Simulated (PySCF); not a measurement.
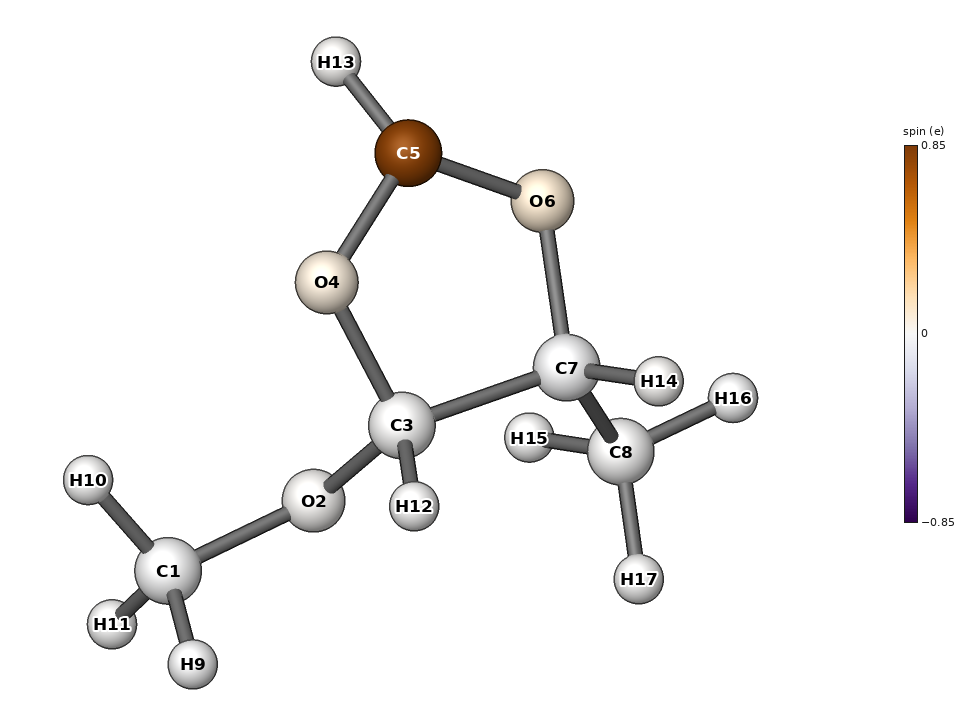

Atoms are coloured by their Mulliken spin populations. State: neutral, doublet. Computed geometry: GFN2-xTB optimisation. No frequency run is at hand to confirm it as a minimum. Level of theory: UKS B3LYP, pcH-1 on C H O, non-relativistic (PySCF 2.14.0).

Which atom carries the largest spin population?

Answer. C5 (0.81 e).

Which atom has the lowest spin population?

Answer. C7 (−0.01 e).

List the Mulliken spin populations.

```tsv
atom	value (e)
C1	0.00
O2	0.01
C3	0.00
O4	0.07
C5	0.81
O6	0.09
C7	−0.01
C8	0.00
H9	0.00
H10	0.00
H11	0.00
H12	0.00
H13	0.01
H14	0.01
H15	0.00
H16	0.00
H17	0.00
```

Mulliken values depend strongly on the basis set.
